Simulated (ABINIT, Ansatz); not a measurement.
**Lattice dynamics of Ho (P6_3/mmc) in two programs**

How does Ho (P6_3/mmc) vibrate, and is this structure a minimum?

Calculated with ABINIT 10.8.3; DFT PBE, scalar-relativistic, plane waves, PseudoDojo norm-conserving, 4f in core pseudopotentials.

## (1) Starting point

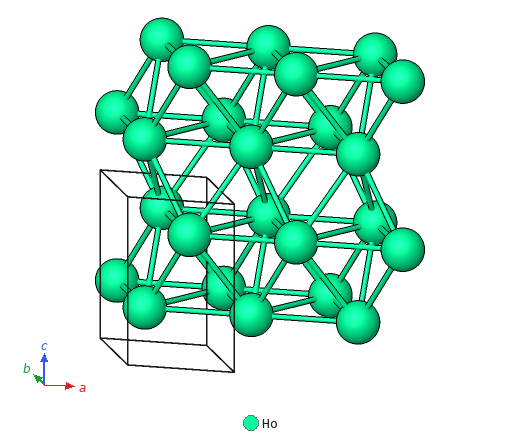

Start, viewed slightly off an axis; holmium green. 3×2×2 cells are drawn.

## (2) A probe with smearing

A first run with smearing and empty bands tells whether the crystal has a gap, which decides between fixed occupations and smearing later on.

probe.abi

```
# ground state
tolvrs 1.0d-08
prtden 1
prtwf 1

# basis, mesh and filling
ecut 21.0
ngkpt 6 6 4
nshiftk 1
shiftk 0.0 0.0 0.0
istwfk *1
occopt 7
tsmear 0.005
nband 18
nstep 100
diemac 9.0
prtebands 0
prtgsr 0

# cell and atoms
acell 3*1.0 Angstrom
rprim 
    3.5773 0.0 0.0
    -1.78865 3.098032677 0.0
    0.0 0.0 5.6158
ntypat 1
znucl 67
natom 2
typat 1 1
xred 
    1/3 2/3 0.25
    2/3 1/3 0.75
pp_dirpath "./pseudo"
pseudos "Ho.upf"
```

Started as:

```sh
$ OMP_NUM_THREADS=1 mpirun -n 4 abinit probe.abi > probe.log
```

Numbers of over 12 decimals in the logs are rounded to 6 here.

probe.abo, the main output file:

```text
[banners, grids, parts of the stress and lines that vanish by symmetry left out]
- input  file    -> probe.abi
- output file    -> probe.abo
- root for input  files -> probei
[...]
Symmetries : space group P6_3/m m c (#194); Bravais hP (primitive hexag.)
[...]
mpw =        1942          nfft =       40500          nkpt =          21
[...]
== DATASET  1 ==================================================================
[...]
cutoff_energies: {ecut:  21.0, pawecutdg:  -1.0, }
[...]
ETOT  1  -88.266441450996    -8.827E+01 4.840E-02 4.293E+00
 ETOT  2  -88.300187449505    -3.375E-02 4.249E-03 1.365E-01
 ETOT  3  -88.300236558342    -4.911E-05 5.451E-04 6.985E-04
 ETOT  4  -88.300236661990    -1.036E-07 2.307E-04 1.257E-05
 ETOT  5  -88.300236665434    -3.445E-09 1.321E-04 2.227E-07
 ETOT  6  -88.300236665487    -5.294E-11 9.419E-05 7.631E-10
 At SCF step    6       vres2   =  7.63E-10 < tolvrs=  1.00E-08 =>converged.
[...]
sigma(1 1)=  7.28148536E-06  sigma(3 2)=  0.00000000E+00
  sigma(2 2)=  7.28148517E-06  sigma(3 1)=  0.00000000E+00
  sigma(3 3)=  3.34930853E-05  sigma(2 1)=  0.00000000E+00
[...]
convergence: {deltae: -5.294E-11, res2:  7.631E-10, residm:  9.419E-05, diffor: null, }
etotal    :  -8.83002367E+01
[...]
sigma(1 1)=  7.28148536E-06  sigma(3 2)=  0.00000000E+00
  sigma(2 2)=  7.28148517E-06  sigma(3 1)=  0.00000000E+00
  sigma(3 3)=  3.34930853E-05  sigma(2 1)=  0.00000000E+00
[...]
- sigma(1 1)=  2.14228695E-01  sigma(3 2)=  0.00000000E+00
- sigma(2 2)=  2.14228690E-01  sigma(3 1)=  0.00000000E+00
- sigma(3 3)=  9.85400591E-01  sigma(2 1)=  0.00000000E+00
[...]
fcart     -0.0000000000E+00 -0.0000000000E+00 -0.0000000000E+00
           strten      7.2814853583E-06  7.2814851707E-06  3.3493085316E-05
================================================================================

[key lines of the parts left out:]
pressure_GPa:  -4.7129E-01
```

Elapsed: 8 s, on 4 MPI ranks of Intel Xeon Platinum 8488C (Sapphire Rapids), shared host; 31 s of CPU time.

This step gave:

* volume per atom: 31.12 Å³
* pressure: -0.4713 GPa
* gap on the k-mesh: 0 eV

No gap opens on this mesh, so smearing is kept; the printed pressure holds the stress of the finite basis too.

## (3) Relaxation

The harmonic expansion needs vanishing forces, and a free crystal bears no stress, so cell and atoms are brought to rest. Stress is more sensitive to the basis than forces are: the last 3 Ha under the cutoff are smoothed with ecutsm, and the cutoff is raised above that of the later runs.

relax.abi

```
# relaxation
ionmov 2
optcell 2
dilatmx 1.08
ntime 40
tolmxf 1.0d-05
tolvrs 1.0d-14
prtwf 0
prtden 0
chksymtnons 0

# basis, mesh and filling
ecut 27.0
ecutsm 3.0
ngkpt 9 9 6
nshiftk 1
shiftk 0.0 0.0 0.0
istwfk *1
occopt 7
tsmear 0.01
nband 18
nstep 100
diemac 1000000.0
prtebands 0
prtgsr 0

# cell and atoms
acell 3*1.0 Angstrom
rprim 
    3.5773 0.0 0.0
    -1.78865 3.098032677 0.0
    0.0 0.0 5.6158
ntypat 1
znucl 67
natom 2
typat 1 1
xred 
    1/3 2/3 0.25
    2/3 1/3 0.75
pp_dirpath "./pseudo"
pseudos "Ho.upf"
```

Started as:

```sh
$ OMP_NUM_THREADS=1 mpirun -n 4 abinit relax.abi > relax.log
```

relax.abo, the main output file:

```text
[banners, grids, parts of the stress and lines that vanish by symmetry left out]
- input  file    -> relax.abi
- output file    -> relax.abo
- root for input  files -> relaxi
[...]
Symmetries : space group P6_3/m m c (#194); Bravais hP (primitive hexag.)
[...]
mpw =        3590          nfft =       69984          nkpt =          48
[...]
== DATASET  1 ==================================================================
[...]
cutoff_energies: {ecut:  27.0, pawecutdg:  -1.0, }
[...]
ETOT  1  -88.264755505579    -8.826E+01 4.077E-02 6.021E+00
 ETOT  2  -88.302236594818    -3.748E-02 4.878E-03 8.285E-02
 ETOT  3  -88.302253026632    -1.643E-05 6.657E-04 3.834E-03
 ETOT  4  -88.302253571673    -5.450E-07 6.808E-04 3.061E-05
 ETOT  5  -88.302253574915    -3.242E-09 5.009E-04 6.070E-07
[...]
At SCF step   10       vres2   =  1.70E-16 < tolvrs=  1.00E-14 =>converged.
[...]
sigma(1 1)= -3.74909639E-06  sigma(3 2)=  0.00000000E+00
  sigma(2 2)= -3.74909658E-06  sigma(3 1)=  0.00000000E+00
  sigma(3 3)=  5.84276816E-06  sigma(2 1)=  0.00000000E+00
[...]
convergence: {deltae:  1.137E-13, res2:  1.698E-16, residm:  5.805E-05, diffor: null, }
etotal    :  -8.83022536E+01
[...]
ETOT  1  -88.302254196919    -8.830E+01 3.388E-05 6.060E-04
[...]
At SCF step    7       vres2   =  9.16E-16 < tolvrs=  1.00E-14 =>converged.
[...]
sigma(1 1)= -3.49746464E-06  sigma(3 2)=  0.00000000E+00
  sigma(2 2)= -3.49746483E-06  sigma(3 1)=  0.00000000E+00
  sigma(3 3)=  5.52207731E-06  sigma(2 1)=  0.00000000E+00
[...]
convergence: {deltae:  2.984E-13, res2:  9.155E-16, residm:  1.406E-05, diffor: null, }
etotal    :  -8.83022543E+01
[...]
ETOT  1  -88.302226992151    -8.830E+01 2.619E-04 1.437E-01
[...]
At SCF step    8       vres2   =  1.53E-15 < tolvrs=  1.00E-14 =>converged.
[...]
sigma(1 1)=  3.63392205E-07  sigma(3 2)=  0.00000000E+00
  sigma(2 2)=  3.63392018E-07  sigma(3 1)=  0.00000000E+00
  sigma(3 3)=  4.24769502E-07  sigma(2 1)=  0.00000000E+00
[...]
convergence: {deltae: -5.969E-13, res2:  1.532E-15, residm:  7.008E-06, diffor: null, }
etotal    :  -8.83022601E+01
[...]
ETOT  1  -88.302260064185    -8.830E+01 5.666E-06 2.939E-05
[...]
At SCF step    7       vres2   =  9.48E-17 < tolvrs=  1.00E-14 =>converged.
[...]
sigma(1 1)=  3.04663065E-07  sigma(3 2)=  0.00000000E+00
  sigma(2 2)=  3.04662878E-07  sigma(3 1)=  0.00000000E+00
  sigma(3 3)=  3.86007331E-07  sigma(2 1)=  0.00000000E+00
[...]
convergence: {deltae:  6.963E-13, res2:  9.479E-17, residm:  1.241E-06, diffor: null, }
etotal    :  -8.83022601E+01
[...]
ETOT  1  -88.302259915731    -8.830E+01 9.675E-07 1.159E-03
[...]
ETOT  6  -88.302260085058    -1.663E-12 4.435E-07 4.421E-13
 ETOT  7  -88.302260085057     1.705E-13 7.933E-07 2.240E-15
 At SCF step    7       vres2   =  2.24E-15 < tolvrs=  1.00E-14 =>converged.
[...]
sigma(1 1)= -3.94243527E-09  sigma(3 2)=  0.00000000E+00
  sigma(2 2)= -3.94262251E-09  sigma(3 1)=  0.00000000E+00
  sigma(3 3)=  2.39922753E-08  sigma(2 1)=  0.00000000E+00
[...]
convergence: {deltae:  1.705E-13, res2:  2.240E-15, residm:  7.933E-07, diffor: null, }
etotal    :  -8.83022601E+01
[...]
At Broyd/MD step   5, gradients are converged :
[...]
sigma(1 1)= -3.94243527E-09  sigma(3 2)=  0.00000000E+00
  sigma(2 2)= -3.94262251E-09  sigma(3 1)=  0.00000000E+00
  sigma(3 3)=  2.39922753E-08  sigma(2 1)=  0.00000000E+00
[...]
- sigma(1 1)= -1.15990450E-04  sigma(3 2)=  0.00000000E+00
- sigma(2 2)= -1.15995959E-04  sigma(3 1)=  0.00000000E+00
- sigma(3 3)=  7.05877108E-04  sigma(2 1)=  0.00000000E+00
[...]
fcart     -0.0000000000E+00 -2.2956065887E-29 -0.0000000000E+00
           strten     -3.9424352706E-09 -3.9426225088E-09  2.3992275256E-08
================================================================================

[key lines of the parts left out:]
pressure_GPa:  -1.5796E-04
Total energy (etotal) [Ha]= -8.83022600850574E+01
```

The job ended after 2 min (4 MPI ranks; 8.1 min of CPU time).

The steps of the relaxation:

```csv
step,energy less that of the first step (eV),largest force (eV/Å),volume (Å³)
1,0.0000,0.0000,62.24
2,0.0000,0.0000,62.24
3,-0.0002,0.0000,62.29
4,-0.0002,0.0000,62.28
5,-0.0002,0.0000,62.27
```

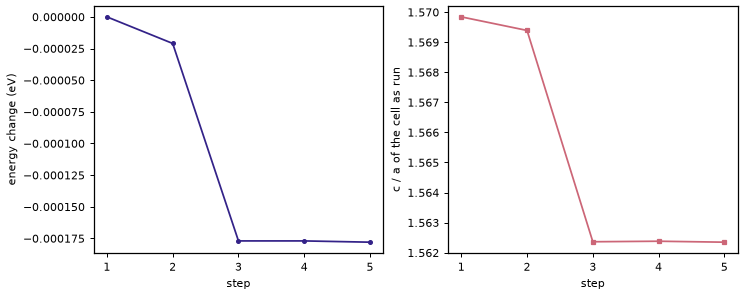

Energy and cell shape along the relaxation.

```csv
"conventional cell, symmetrised",before,after,change
a (Å),3.577,3.584,+0.2 %
b (Å),3.577,3.584,+0.2 %
c (Å),5.616,5.599,-0.3 %
volume (Å³/atom),31.12,31.13,+0.1 %
```

Final coordinates:

```
Ho
1.0
     3.58362    0.00000    0.00000
    -1.79181    3.10351    0.00000
     0.00000    0.00000    5.59887
Ho
2
Direct
  0.33333 0.66667 0.25000
  0.66667 0.33333 0.75000
```

This step gave:

```yaml
volume_per_atom: 31.13 Å³
pressure: -1.58e-4 GPa
```

The volume changes by +0.1 % in this run and stands +0.1 % from the first cell.

## (4) Ground state

The response is built on these wavefunctions, so the potential is converged far more tightly than an energy would need. Smearing stays on, as the first look found no gap above 0.3 eV.

gs.abi

```
# ground state
tolvrs 1.0d-16
prtden 1
prtwf 1

# basis, mesh and filling
ecut 21.0
ngkpt 9 9 6
nshiftk 1
shiftk 0.0 0.0 0.0
istwfk *1
occopt 7
tsmear 0.01
nband 18
nstep 100
diemac 1000000.0
prtebands 0
prtgsr 0

# cell and atoms
acell 3*1.0 Angstrom
rprim 
    3.583621872 0.0 0.0
    -1.791810936 3.103507579 0.0
    0.0 0.0 5.598868385
ntypat 1
znucl 67
natom 2
typat 1 1
xred 
    1/3 2/3 0.25
    2/3 1/3 0.75
pp_dirpath "./pseudo"
pseudos "Ho.upf"
```

Started as:

```sh
$ OMP_NUM_THREADS=1 mpirun -n 4 abinit gs.abi > gs.log
```

gs.abo, the main output file:

```text
[banners, grids, parts of the stress and lines that vanish by symmetry left out]
- input  file    -> gs.abi
- output file    -> gs.abo
- root for input  files -> gsi
[...]
Symmetries : space group P6_3/m m c (#194); Bravais hP (primitive hexag.)
[...]
mpw =        1956          nfft =       40500          nkpt =          48
[...]
== DATASET  1 ==================================================================
[...]
cutoff_energies: {ecut:  21.0, pawecutdg:  -1.0, }
[...]
ETOT  1  -88.269794221816    -8.827E+01 4.179E-02 3.951E+00
 ETOT  2  -88.301577464249    -3.178E-02 9.140E-03 5.646E-02
 ETOT  3  -88.301600491795    -2.303E-05 1.129E-03 1.080E-03
 ETOT  4  -88.301600698329    -2.065E-07 1.380E-03 1.390E-05
 ETOT  5  -88.301600701867    -3.539E-09 7.365E-04 2.445E-07
[...]
ETOT 11  -88.301600701935    -1.407E-12 1.916E-04 1.825E-16
 ETOT 12  -88.301600701934     8.811E-13 1.318E-04 4.990E-17
 At SCF step   12       vres2   =  4.99E-17 < tolvrs=  1.00E-16 =>converged.
[...]
sigma(1 1)=  1.79574814E-05  sigma(3 2)=  0.00000000E+00
  sigma(2 2)=  1.79574801E-05  sigma(3 1)=  0.00000000E+00
  sigma(3 3)=  1.77821601E-05  sigma(2 1)=  0.00000000E+00
[...]
convergence: {deltae:  8.811E-13, res2:  4.990E-17, residm:  1.318E-04, diffor: null, }
etotal    :  -8.83016007E+01
[...]
sigma(1 1)=  1.79574814E-05  sigma(3 2)=  0.00000000E+00
  sigma(2 2)=  1.79574801E-05  sigma(3 1)=  0.00000000E+00
  sigma(3 3)=  1.77821601E-05  sigma(2 1)=  0.00000000E+00
[...]
- sigma(1 1)=  5.28327343E-01  sigma(3 2)=  0.00000000E+00
- sigma(2 2)=  5.28327305E-01  sigma(3 1)=  0.00000000E+00
- sigma(3 3)=  5.23169214E-01  sigma(2 1)=  0.00000000E+00
[...]
fcart      0.0000000000E+00  1.8364852695E-28 -0.0000000000E+00
           strten      1.7957481399E-05  1.7957480101E-05  1.7782160149E-05
================================================================================

[key lines of the parts left out:]
pressure_GPa:  -5.2661E-01
```

The job ended after 22 s (4 MPI ranks).

This step gave:

```
pressure : -0.5266 GPa
```

The cell stands at -0.53 GPa: the relaxation ran with a smoothed and higher cutoff, and the difference is a stress of the finite basis.

(Part 1 of 4 ends here.)

[Host names and launcher messages were left out of these logs when they were recorded.]

[Logs are printed without paths, hosts, clocks, repeated set-up lines and the standing remarks that a program may print on its own settings, such as how far it seeks lower states.]

[Hosts, paths, dates, database ids (printed as entryN), source tags and the programs' standing remarks are cut or masked in the printed files.]
